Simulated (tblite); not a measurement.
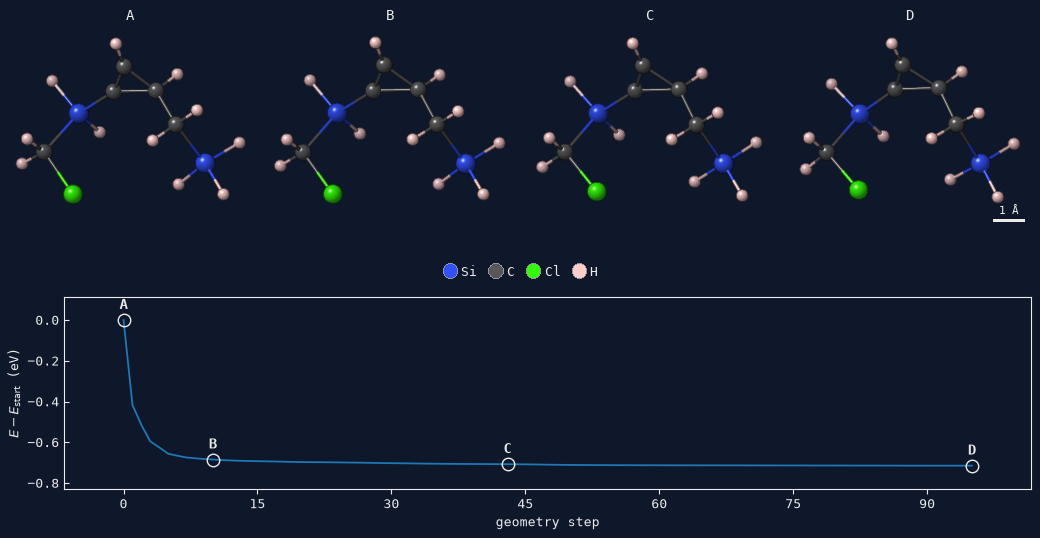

Frames of a relaxation of C₅H₁₁ClSi₂, marked on the history of the run. The picture is a ball-and-stick view, seen at a tilt.

Method: GFN2-xTB geometry optimisation, gas phase in tblite. 

Q: What happens along the run?

A: The largest move after the best rigid fit is that of an H atom, 0.32 Å. Largest moves by element: H 0.32 Å, Cl 0.30 Å, Si 0.19 Å, C 0.18 Å. Near-neighbour distances that change, for instance: C–Si 1.715 → 1.851 Å, C–C 1.428 → 1.519 Å, C–C 1.417 → 1.486 Å, C–Si 1.849 → 1.918 Å. Among the angles between lasting bonds that change: C–Si–C 115.4° → 107.5°, H–Si–H 104.9° → 112.0°, Si–C–C 116.2° → 112.1°. The energy falls by 0.715 eV in 95 geometry steps. Cost: 1.4 s on 1 thread of Arm Neoverse N1, on a shared host. From step 0 to 10: a Si atom moves most (0.14 Å), energy −0.685 eV. From step 10 to 43: the Cl atom moves most (0.17 Å), energy −0.023 eV. From step 43 to 95: an H atom moves most (0.17 Å), energy −0.007 eV.

| step | E − E(0), eV |
| --- | --- |
| 0 | 0.0000 |
| 1 | -0.4174 |
| 2 | -0.5154 |
| 3 | -0.5960 |
| 4 | -0.6249 |
| 5 | -0.6562 |
| 6 | -0.6658 |
| 7 | -0.6742 |
| 8 | -0.6784 |
| 9 | -0.6820 |
| 10 | -0.6847 |
| 14 | -0.6919 |
| 19 | -0.6964 |
| 23 | -0.6982 |
| 28 | -0.7012 |
| 32 | -0.7035 |
| 37 | -0.7060 |
| 41 | -0.7070 |
| 46 | -0.7088 |
| 50 | -0.7111 |
| 55 | -0.7123 |
| 59 | -0.7127 |
| 64 | -0.7130 |
| 68 | -0.7133 |
| 73 | -0.7136 |
| 77 | -0.7139 |
| 82 | -0.7142 |
| 86 | -0.7145 |
| 91 | -0.7147 |
| 95 | -0.7148 |
